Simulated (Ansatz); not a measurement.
## Molecular dynamics of ZrBr₂F₂ (part 2 of 2)

The same run, continued: ZrBr₂F₂, SMILES [F][Zr]([F])([Br])[Br]; RKS r2SCAN-d3bj/def2-SVP (Ansatz 0.2.0). The geometry comes from this level: PBE0-D4/def2-TZVP.

Geometry of the input (Å):
```
F  0.1808  -0.6172  1.8469
Zr 0.0901  -0.1039  0.0410
F  1.3540  -1.0993  -0.9310
Br -2.1863  -0.5706  -0.8394
Br 0.6115  2.3174  -0.1590
```

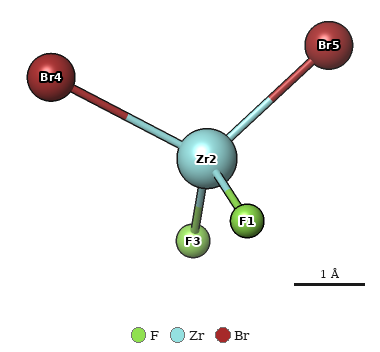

Figure 1. The geometry at step 31 of the log (ball-and-stick view, seen at a tilt; atoms are numbered from 1 in the order of the input).

## Trajectory as extended XYZ, continued
```
5
Properties=species:S:1:pos:R:3:forces:R:3 step=11 time_fs=5.5 energy=-146792.71574 temperature=393.0
F     0.1943   -0.5647    1.8234    0.0993  -0.4575   1.5702
Zr    0.0975   -0.0970    0.0483   -0.3958   0.0555  -1.7220
F     1.3682   -1.0888   -0.9431    0.0078  -0.0074   0.0659
Br   -2.2025   -0.5822   -0.8463    0.2074   0.0410   0.1112
Br    0.6099    2.3068   -0.1499    0.0813   0.3684  -0.0253
5
Properties=species:S:1:pos:R:3:forces:R:3 step=13 time_fs=6.5 energy=-146792.70491 temperature=350.4
F     0.1964   -0.5556    1.8217    0.1106  -0.5001   1.7257
Zr    0.0987   -0.0962    0.0491   -0.4695   0.0457  -1.9007
F     1.3706   -1.0843   -0.9446    0.0121  -0.0129   0.0716
Br   -2.2052   -0.5847   -0.8483    0.2566   0.0514   0.1338
Br    0.6088    2.3046   -0.1485    0.0902   0.4158  -0.0305
5
Properties=species:S:1:pos:R:3:forces:R:3 step=14 time_fs=7.0 energy=-146792.70012 temperature=364.9
F     0.1978   -0.5512    1.8211    0.1154  -0.5163   1.7850
Zr    0.0992   -0.0959    0.0492   -0.5068   0.0384  -1.9673
F     1.3717   -1.0819   -0.9455    0.0170  -0.0178   0.0716
Br   -2.2065   -0.5859   -0.8493    0.2799   0.0563   0.1442
Br    0.6082    2.3036   -0.1477    0.0945   0.4395  -0.0334
5
Properties=species:S:1:pos:R:3:forces:R:3 step=16 time_fs=8.0 energy=-146792.69241 temperature=325.3
F     0.2008   -0.5428    1.8205    0.1228  -0.5373   1.8608
Zr    0.1001   -0.0949    0.0490   -0.5812   0.0166  -2.0501
F     1.3736   -1.0769   -0.9475    0.0319  -0.0314   0.0661
Br   -2.2094   -0.5885   -0.8510    0.3237   0.0659   0.1632
Br    0.6068    2.3016   -0.1463    0.1028   0.4862  -0.0400
5
Properties=species:S:1:pos:R:3:forces:R:3 step=17 time_fs=8.5 energy=-146792.68948 temperature=331.6
F     0.2023   -0.5387    1.8206    0.1254  -0.5428   1.8797
Zr    0.1005   -0.0944    0.0488   -0.6169   0.0021  -2.0696
F     1.3743   -1.0745   -0.9483    0.0408  -0.0387   0.0618
Br   -2.2108   -0.5899   -0.8519    0.3439   0.0705   0.1718
Br    0.6061    2.3008   -0.1455    0.1068   0.5090  -0.0437
5
Properties=species:S:1:pos:R:3:forces:R:3 step=19 time_fs=9.5 energy=-146792.68496 temperature=325.4
F     0.2054   -0.5306    1.8217    0.1288  -0.5453   1.8851
Zr    0.1010   -0.0930    0.0485   -0.6826  -0.0446  -2.0765
F     1.3746   -1.0704   -0.9505    0.0566  -0.0497   0.0553
Br   -2.2132   -0.5926   -0.8535    0.3811   0.0801   0.1881
Br    0.6041    2.2992   -0.1438    0.1162   0.5595  -0.0519
5
Properties=species:S:1:pos:R:3:forces:R:3 step=20 time_fs=10.0 energy=-146792.68304 temperature=314.4
F     0.2070   -0.5267    1.8224    0.1299  -0.5444   1.8798
Zr    0.1012   -0.0921    0.0483   -0.7077  -0.0757  -2.0759
F     1.3745   -1.0686   -0.9519    0.0587  -0.0501   0.0565
Br   -2.2143   -0.5940   -0.8542    0.3980   0.0849   0.1958
Br    0.6031    2.2985   -0.1431    0.1210   0.5854  -0.0561
5
Properties=species:S:1:pos:R:3:forces:R:3 step=21 time_fs=10.5 energy=-146792.68158 temperature=316.2
F     0.2088   -0.5229    1.8232    0.1305  -0.5414   1.8653
Zr    0.1014   -0.0913    0.0480   -0.7301  -0.1088  -2.0677
F     1.3743   -1.0671   -0.9534    0.0590  -0.0489   0.0591
Br   -2.2154   -0.5955   -0.8549    0.4152   0.0900   0.2035
Br    0.6020    2.2979   -0.1423    0.1253   0.6091  -0.0602
5
Properties=species:S:1:pos:R:3:forces:R:3 step=23 time_fs=11.5 energy=-146792.67941 temperature=350.8
F     0.2127   -0.5150    1.8255    0.1311  -0.5314   1.8173
Zr    0.1019   -0.0899    0.0476   -0.7775  -0.1691  -2.0339
F     1.3736   -1.0638   -0.9574    0.0610  -0.0474   0.0642
Br   -2.2179   -0.5984   -0.8564    0.4533   0.1006   0.2206
Br    0.5997    2.2971   -0.1409    0.1321   0.6473  -0.0682
5
Properties=species:S:1:pos:R:3:forces:R:3 step=24 time_fs=12.0 energy=-146792.67787 temperature=376.8
F     0.2148   -0.5108    1.8266    0.1316  -0.5277   1.7983
Zr    0.1022   -0.0891    0.0475   -0.7912  -0.2047  -2.0317
F     1.3732   -1.0625   -0.9599    0.0518  -0.0386   0.0754
Br   -2.2192   -0.5998   -0.8570    0.4727   0.1061   0.2299
Br    0.5984    2.2969   -0.1403    0.1352   0.6649  -0.0719
5
Properties=species:S:1:pos:R:3:forces:R:3 step=26 time_fs=13.0 energy=-146792.67605 temperature=342.2
F     0.2196   -0.5025    1.8295    0.1305  -0.5142   1.7364
Zr    0.1026   -0.0877    0.0473   -0.7947  -0.2911  -2.0124
F     1.3732   -1.0604   -0.9651    0.0174  -0.0091   0.1092
Br   -2.2214   -0.6026   -0.8579    0.5066   0.1162   0.2463
Br    0.5958    2.2963   -0.1394    0.1403   0.6982  -0.0795
5
Properties=species:S:1:pos:R:3:forces:R:3 step=27 time_fs=13.5 energy=-146792.67556 temperature=339.0
F     0.2221   -0.4982    1.8310    0.1291  -0.5064   1.7003
Zr    0.1027   -0.0871    0.0470   -0.7845  -0.3354  -2.0000
F     1.3737   -1.0594   -0.9676   -0.0062   0.0098   0.1302
Br   -2.2223   -0.6040   -0.8582    0.5197   0.1203   0.2528
Br    0.5946    2.2962   -0.1389    0.1418   0.7117  -0.0832
5
Properties=species:S:1:pos:R:3:forces:R:3 step=29 time_fs=14.5 energy=-146792.67669 temperature=300.1
F     0.2271   -0.4895    1.8345    0.1230  -0.4842   1.5981
Zr    0.1024   -0.0859    0.0463   -0.7419  -0.4225  -1.9447
F     1.3751   -1.0576   -0.9723   -0.0599   0.0512   0.1753
Br   -2.2237   -0.6064   -0.8585    0.5364   0.1260   0.2617
Br    0.5922    2.2961   -0.1383    0.1425   0.7295  -0.0904
5
Properties=species:S:1:pos:R:3:forces:R:3 step=30 time_fs=15.0 energy=-146792.67732 temperature=296.6
F     0.2295   -0.4852    1.8362    0.1194  -0.4732   1.5468
Zr    0.1022   -0.0854    0.0459   -0.7118  -0.4656  -1.9204
F     1.3760   -1.0570   -0.9746   -0.0923   0.0758   0.2019
Br   -2.2242   -0.6075   -0.8586    0.5427   0.1284   0.2653
Br    0.5910    2.2963   -0.1383    0.1420   0.7346  -0.0936
5
Properties=species:S:1:pos:R:3:forces:R:3 step=31 time_fs=15.5 energy=-146792.67769 temperature=297.1
F     0.2319   -0.4809    1.8379    0.1157  -0.4620   1.4943
Zr    0.1022   -0.0848    0.0455   -0.6830  -0.5117  -1.8944
F     1.3769   -1.0564   -0.9770   -0.1241   0.1004   0.2282
Br   -2.2247   -0.6086   -0.8586    0.5494   0.1309   0.2690
Br    0.5898    2.2964   -0.1383    0.1421   0.7423  -0.0971
5
Properties=species:S:1:pos:R:3:forces:R:3 step=33 time_fs=16.5 energy=-146792.67854 temperature=250.8
F     0.2362   -0.4727    1.8420    0.1059  -0.4346   1.3661
Zr    0.1020   -0.0834    0.0447   -0.6225  -0.6192  -1.8210
F     1.3787   -1.0559   -0.9815   -0.1909   0.1528   0.2830
Br   -2.2257   -0.6107   -0.8588    0.5638   0.1368   0.2764
Br    0.5876    2.2963   -0.1383    0.1438   0.7642  -0.1045
5
Properties=species:S:1:pos:R:3:forces:R:3 step=34 time_fs=17.0 energy=-146792.67917 temperature=253.7
F     0.2385   -0.4690    1.8443    0.1003  -0.4195   1.2933
Zr    0.1020   -0.0829    0.0443   -0.5939  -0.6686  -1.7735
F     1.3798   -1.0553   -0.9837   -0.2219   0.1763   0.3080
Br   -2.2263   -0.6116   -0.8586    0.5715   0.1394   0.2799
Br    0.5866    2.2961   -0.1383    0.1441   0.7725  -0.1078
5
Properties=species:S:1:pos:R:3:forces:R:3 step=36 time_fs=18.0 energy=-146792.68245 temperature=234.1
F     0.2442   -0.4630    1.8499    0.0846  -0.3811   1.1045
Zr    0.1018   -0.0823    0.0435   -0.5386  -0.7559  -1.6230
F     1.3816   -1.0540   -0.9876   -0.2728   0.2139   0.3470
Br   -2.2273   -0.6130   -0.8586    0.5841   0.1434   0.2855
Br    0.5849    2.2960   -0.1383    0.1427   0.7797  -0.1139
5
Properties=species:S:1:pos:R:3:forces:R:3 step=37 time_fs=18.5 energy=-146792.68450 temperature=223.7
F     0.2472   -0.4602    1.8531    0.0748  -0.3592   0.9953
Zr    0.1015   -0.0820    0.0431   -0.5105  -0.7971  -1.5286
F     1.3824   -1.0533   -0.9890   -0.2950   0.2300   0.3626
Br   -2.2278   -0.6137   -0.8586    0.5891   0.1450   0.2876
Br    0.5841    2.2960   -0.1382    0.1415   0.7812  -0.1170
5
Properties=species:S:1:pos:R:3:forces:R:3 step=39 time_fs=19.5 energy=-146792.68756 temperature=248.0
F     0.2527   -0.4547    1.8600    0.0531  -0.3128   0.7619
Zr    0.1011   -0.0810    0.0422   -0.4505  -0.8883  -1.3270
F     1.3846   -1.0516   -0.9916   -0.3439   0.2656   0.3966
Br   -2.2290   -0.6150   -0.8585    0.6019   0.1494   0.2920
Br    0.5828    2.2963   -0.1375    0.1395   0.7862  -0.1234
5
Properties=species:S:1:pos:R:3:forces:R:3 step=40 time_fs=20.0 energy=-146792.68863 temperature=261.6
F     0.2551   -0.4518    1.8637    0.0420  -0.2904   0.6447
Zr    0.1009   -0.0804    0.0417   -0.4222  -0.9288  -1.2235
F     1.3858   -1.0506   -0.9928   -0.3661   0.2812   0.4117
Br   -2.2296   -0.6158   -0.8581    0.6083   0.1516   0.2936
Br    0.5822    2.2967   -0.1370    0.1379   0.7863  -0.1266
5
Properties=species:S:1:pos:R:3:forces:R:3 step=41 time_fs=20.5 energy=-146792.68985 temperature=255.5
F     0.2575   -0.4488    1.8672    0.0310  -0.2686   0.5281
Zr    0.1007   -0.0799    0.0412   -0.4048  -0.9581  -1.1102
F     1.3864   -1.0495   -0.9935   -0.3766   0.2884   0.4173
Br   -2.2303   -0.6166   -0.8576    0.6142   0.1537   0.2947
Br    0.5816    2.2972   -0.1365    0.1362   0.7846  -0.1299
5
Properties=species:S:1:pos:R:3:forces:R:3 step=43 time_fs=21.5 energy=-146792.69119 temperature=227.9
F     0.2617   -0.4427    1.8738    0.0112  -0.2332   0.3258
Zr    0.1000   -0.0791    0.0403   -0.3725  -0.9978  -0.9117
F     1.3870   -1.0474   -0.9951   -0.3927   0.2985   0.4261
Br   -2.2317   -0.6182   -0.8560    0.6223   0.1567   0.2957
Br    0.5808    2.2982   -0.1354    0.1317   0.7757  -0.1358
5
Properties=species:S:1:pos:R:3:forces:R:3 step=44 time_fs=22.0 energy=-146792.69164 temperature=241.7
F     0.2635   -0.4396    1.8773    0.0009  -0.2156   0.2207
Zr    0.0997   -0.0788    0.0398   -0.3582  -1.0131  -0.8045
F     1.3872   -1.0462   -0.9959   -0.3968   0.3003   0.4273
Br   -2.2323   -0.6188   -0.8553    0.6247   0.1578   0.2954
Br    0.5805    2.2987   -0.1347    0.1294   0.7707  -0.1389
5
Properties=species:S:1:pos:R:3:forces:R:3 step=46 time_fs=23.0 energy=-146792.69203 temperature=287.1
F     0.2673   -0.4331    1.8850   -0.0214  -0.1809   0.0005
Zr    0.0989   -0.0784    0.0387   -0.3301  -1.0330  -0.5700
F     1.3872   -1.0433   -0.9974   -0.3968   0.2965   0.4228
Br   -2.2332   -0.6201   -0.8535    0.6242   0.1583   0.2922
Br    0.5798    2.2995   -0.1329    0.1241   0.7590  -0.1456
5
Properties=species:S:1:pos:R:3:forces:R:3 step=47 time_fs=23.5 energy=-146792.69211 temperature=286.2
F     0.2692   -0.4300    1.8888   -0.0324  -0.1651  -0.1045
Zr    0.0983   -0.0783    0.0383   -0.3180  -1.0352  -0.4521
F     1.3868   -1.0416   -0.9980   -0.3911   0.2901   0.4160
Br   -2.2335   -0.6208   -0.8522    0.6203   0.1577   0.2892
Br    0.5793    2.2999   -0.1320    0.1212   0.7525  -0.1487
5
Properties=species:S:1:pos:R:3:forces:R:3 step=49 time_fs=24.5 energy=-146792.69162 temperature=290.5
F     0.2722   -0.4242    1.8964   -0.0525  -0.1369  -0.3035
Zr    0.0972   -0.0781    0.0376   -0.3192  -1.0203  -0.2131
F     1.3849   -1.0380   -0.9988   -0.3588   0.2630   0.3875
Br   -2.2342   -0.6226   -0.8499    0.6149   0.1571   0.2840
Br    0.5783    2.3008   -0.1300    0.1157   0.7371  -0.1549
5
Properties=species:S:1:pos:R:3:forces:R:3 step=50 time_fs=25.0 energy=-146792.69096 temperature=295.4
F     0.2731   -0.4215    1.9001   -0.0622  -0.1237  -0.4002
Zr    0.0965   -0.0780    0.0372   -0.3209  -1.0108  -0.0940
F     1.3837   -1.0364   -0.9990   -0.3407   0.2482   0.3715
Br   -2.2345   -0.6236   -0.8487    0.6107   0.1567   0.2806
Br    0.5778    2.3013   -0.1288    0.1130   0.7296  -0.1580
```

## Key numbers

| quantity | value |
| --- | --- |
| outcome | finished |
| mean temperature over the second half | 276 K |
| trajectory | 50 steps, 25 fs |
| ensemble | nvt_langevin |
| temperature in the input | 500 K |
| time step | 0.5 fs |
| potential energy (last step) | −146792.6910 eV |
| mean-field energy (last step) | −146792.6509 eV |
| dispersion energy (last step) | −0.0400 eV |
| SCF solution under orbital rotations (last step) | stable |
| largest force (length of the vector) (last step) | 1.065 eV/Å |
| dipole moment (last step) | 0.29 D |
| hardware | 4 threads of Intel Xeon @ 2.50GHz, 180 GiB of memory available, shared host |
| wall time | 6.2 min (CPU time 18 min) |
| peak memory | 0.25 GiB |

Warnings of the run: the dispersion correction has no parameters fitted for this combination and takes those fitted for r2SCAN with other terms. So short a trajectory is not equilibrated. The logged temperature at the start can lie below the typed one, since it is counted over all degrees of freedom. The temperature stays far from the 500 K of the thermostat over the second half: the run isn't equilibrated.
